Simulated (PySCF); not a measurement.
H4HfO4, SMILES `O[Hf](O)(O)O`.

Computed with PySCF, PBE0/def2-TZVP, geometry: GFN2-xTB. Core potentials replace the inner electrons of Hf; spin–orbit coupling isn't included. This is a single-reference result, which may miss multireference character in this system. No frequency check shows the geometry to be a minimum. GFN2-xTB bond lengths at metals and heavier atoms can be off by up to 0.1 Å and shapes distorted, which carries into these values.

Input script:

```python
import numpy as np
from pyscf import gto, scf, dft
from pyscf.scf import atom_ks, atom_hf
from scipy.linalg import block_diag

def solve(mol, dm0=None, hcore=None):
    mf = (dft.UKS if mol.spin else dft.RKS)(mol, xc='pbe0')
    mf.grids.level = 3
    mf = mf.density_fit(auxbasis='def2-universal-jkfit')
    mf.conv_tol, mf.max_cycle = 1e-8, 80
    if hcore is not None:
        mf.get_hcore = lambda *args: hcore
    mf.kernel(dm0)
    if not mf.converged:
        mf = mf.newton().run(mf.mo_coeff, mf.mo_occ, max_cycle=30)
    assert mf.converged, 'SCF not converged'
    return mf

mol = gto.M(atom='''
O      1.60217     0.37759     0.89368
Hf    -0.00003    -0.00006     0.00021
O     -1.60204    -0.37735     0.89368
O     -0.37773     1.60138    -0.89433
O      0.37786    -1.60114    -0.89433
H      1.84200     1.30572     0.78618
H     -1.84187    -1.30547     0.78617
H     -1.30648     1.83944    -0.78837
H      1.30661    -1.83920    -0.78837
''', basis='def2-tzvp', ecp={'Hf': 'def2-tzvp'}, charge=0, spin=0, verbose=4)
mf = solve(mol)
mf.analyze()
# spherically averaged free atoms, for the promolecule
atom_ks.AtomSphAverageRKS.init_guess_by_vsap = lambda self, mol=None: self.init_guess_by_minao(mol)  # core potentials
atm = atom_ks.get_atm_nrks(mol, xc='pbe0')
pro = block_diag(*[(atm[a[0]][2] * atm[a[0]][3]) @ atm[a[0]][2].T for a in mol._atom])
np.savez('result.npz', e=mf.e_tot, c=mf.mo_coeff, occ=mf.mo_occ, eps=mf.mo_energy, pro=pro, dip=mf.dip_moment(verbose=0), s2=mf.spin_square()[0])
```

Run with:

```sh
OMP_NUM_THREADS=1 python input.py
```

The run took 13 s on 1 thread of Intel(R) Xeon(R) 6975P-C (Granite Rapids), on a shared host, peak memory 0.71 GiB.

Partitions, critical points and surface values were worked out afterwards from this run's density.

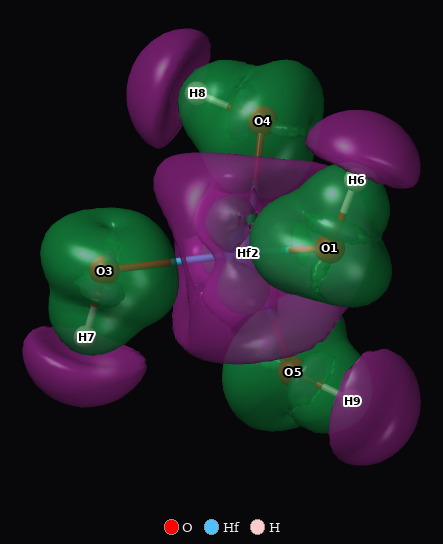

Deformation density (molecule less spherical, spin-averaged free atoms at the same positions), surfaces at ±0.05 e/Å³; green: gain, purple: loss.

Q: Describe the bonding that the map shows.

A: Hf2–O5, Hf2–O3, Hf2–O4 and O1–Hf2: +0.10 e/Å³ at the bond critical point (bond length 1.87 Å, Mayer order 1.1); up to 0.6 Å beside the axis the gain reaches +0.38 e/Å³. In all, 2.5 electrons gather in the regions of gain relative to the promolecule. A small or negative value marks a very polar bond, one between electron-rich atoms, whose free-atom densities already overlap strongly, a long bond to a heavier atom, or a closed-shell contact such as a hydrogen bond.

Q: Where do the Hirshfeld charges lie?

A: The highest Hirshfeld charge is on Hf2 (+0.86 e), the lowest on O1, O3, O4 and O5 (−0.38 e).

```csv
atom,charge (e)
O1,−0.38
Hf2,+0.86
O3,−0.38
O4,−0.38
O5,−0.38
H6,+0.16
H7,+0.16
H8,+0.16
H9,+0.16
```
